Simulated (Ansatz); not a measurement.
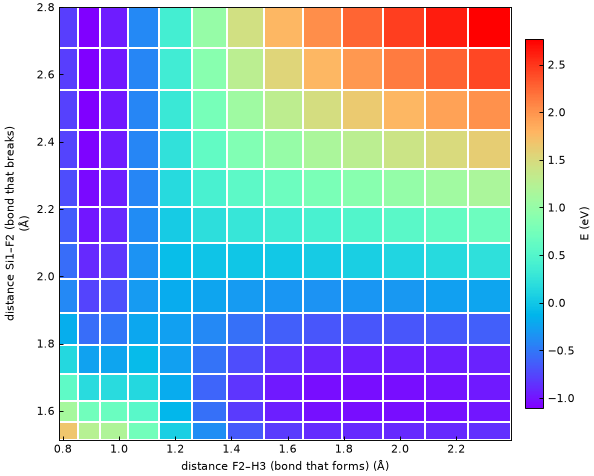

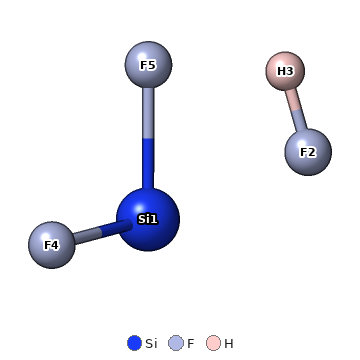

Energy landscape of the reacting system F3HSi. The first coordinate is: distance F2–H3 (bond that forms); the second: distance Si1–F2 (bond that breaks). Relaxed at each point: all other coordinates. The scan uses a 13 × 13 grid. Points are written as (first, second). All energies are given in eV relative to a guessed transition structure relaxed with its forming and breaking bonds held. Energies and slopes of some neighbouring points disagree (a jump in structure or state, or too coarse a mesh). The reference is spin-restricted, so regions where a bond is pulled apart into radicals lie too high. All numbers below come from RHF/def2-SVP (Ansatz).

Drawn: one coloured cell a grid point. The second picture is the structure at the lowest point.

Describe this landscape.

Answer. The lowest grid point is at (0.886 Å, 2.615 Å), −1.10 eV from a guessed transition structure relaxed with its forming and breaking bonds held. Other grid points that lie below all their neighbours: (1.866 Å, 1.667 Å) (0.06 eV higher). The highest grid point, (2.319 Å, 2.739 Å), lies 3.87 eV above the lowest.

The input of one point:

```yaml
crystal:
  periodic: [false, false, false]
  atoms:
    - { symbol: Si, position_ang: [-1.08688, 0.375206, 0.661411] }
    - { symbol: F, position_ang: [0.417234, -1.288327, -0.683403] }
    - { symbol: H, position_ang: [0.875065, -0.671955, -1.125527] }
    - { symbol: F, position_ang: [0.168673, 0.354556, 1.676444] }
    - { symbol: F, position_ang: [-0.374092, 1.230525, -0.528927] }
basis:
  gaussian: { orbitals: def2-SVP }
hamiltonian:
  xc: hf
output:
  forces: true
relax:
  f_tol: 0.02
  max_steps: 50
  escape_saddle: false
  constraints: [{ distance: [1, 2] }, { distance: [0, 1] }]
scf:
  lower_state_search: "off"
```

Each point was launched as `ansatz run input.yaml --threads 1 --pin off --max-ram 2560MiB --backend cpu --events-out ev --progress --plain --runs-dir out`. Time for the 169 points that were run: 8.8 min on 1 thread of Arm Neoverse V2, with other jobs on the host.
